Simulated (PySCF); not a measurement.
# C5H9F3OSi (SMILES C[C@H](C(=O)C[SiH3])C(F)(F)F): what the fields show

```csv
atom,x (Å),y (Å),z (Å)
C,-1.5414,-1.3601,-0.4623
C,-0.8747,-0.0143,-0.1903
C,0.3107,-0.1695,0.7869
O,0.3010,-1.0237,1.6356
C,1.4377,0.7542,0.5483
Si,2.6503,-0.0961,-0.6799
C,-1.8806,0.9386,0.4401
F,-2.9251,1.1724,-0.3743
F,-1.3416,2.1455,0.6960
F,-2.3878,0.4943,1.5902
H,-0.8514,-2.0060,-0.9988
H,-2.4433,-1.2312,-1.0556
H,-1.7965,-1.8358,0.4820
H,-0.5374,0.4597,-1.1169
H,1.9738,0.9253,1.4800
H,1.1043,1.7061,0.1430
H,1.9455,-0.3159,-1.9466
H,3.7621,0.8320,-0.8742
H,3.0848,-1.3663,-0.1107
```

Geometry: GFN2-xTB.

Method: PBE0/pcSseg-1, SCF density, gas phase, non-relativistic in PySCF.

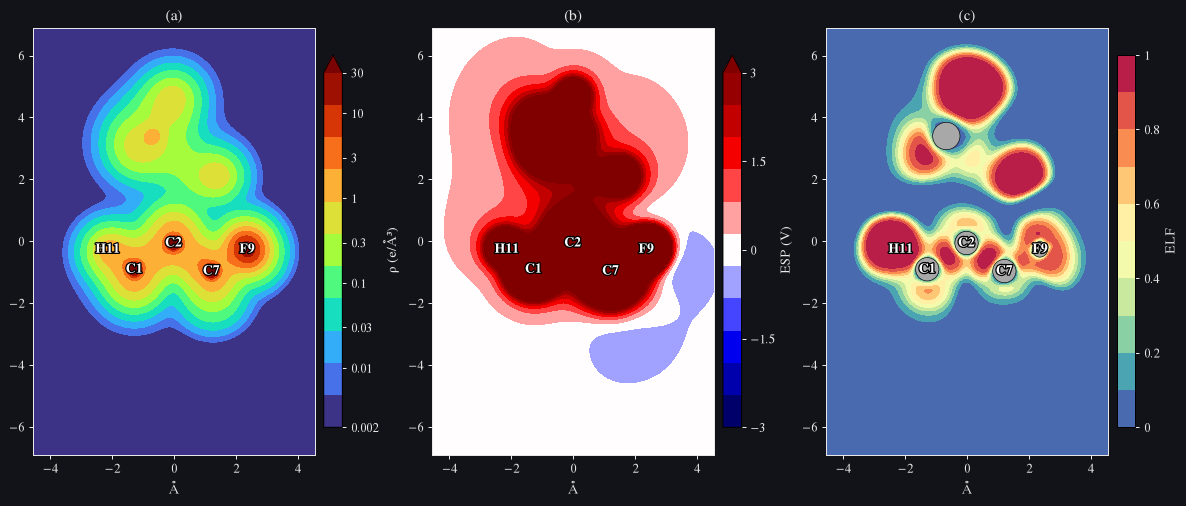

Figure 1. (a) total electron density; (b) molecular electrostatic potential; (c) electron localisation function on the plane of atoms C1, C2 and C7. Grey discs cover the atomic cores in the ELF map.

What do the fields say about this system?

The section cuts through C, F and H sites. C–F (1.35 Å): ρ is about 2.3 e/Å³ halfway, with its minimum of 1.9 e/Å³ about 0.5 Å from C; the ELF peaks at about 0.85 between the atoms: a shared but strongly polarised pair. C–H (1.09 Å): ρ is about 2 e/Å³ halfway; the ELF climbs to about 1 towards the hydrogen, as it does in any bond to H; a covalent bond by its length. C–C (1.52 Å): ρ is about 1.8 e/Å³ halfway; the ELF peaks at about 0.95 between the atoms: localised, covalent bonding. The ELF also peaks beside F9, away from the bonds: lone-pair regions. Outside the dense part of the molecule the potential is most negative (−0.6 V) near F9.

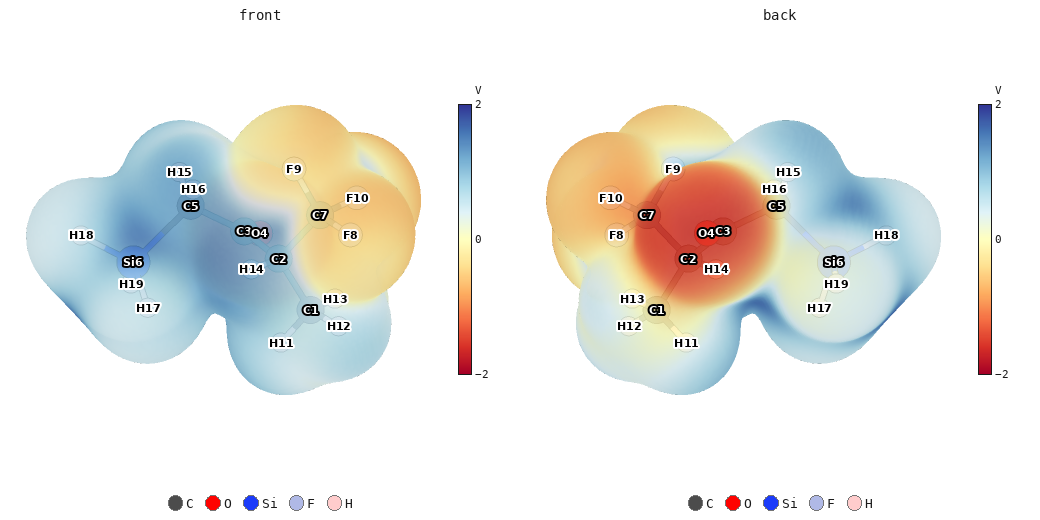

Figure 2. The electrostatic potential painted on the density surface at 0.002 e/bohr³, seen from the front and from behind; the colour scale runs from red (negative) to blue (positive).

Where is the surface potential most negative and most positive?

The most negative region (about −1.5 V, or −35 kcal/mol for a unit charge) lies over O4, the most positive (about +1.6 V, or +37 kcal/mol for a unit charge) over Si6. O4 is the likeliest acceptor of a hydrogen bond.

What dipole moment does the calculation give?

Its dipole moment is 3.28 D.
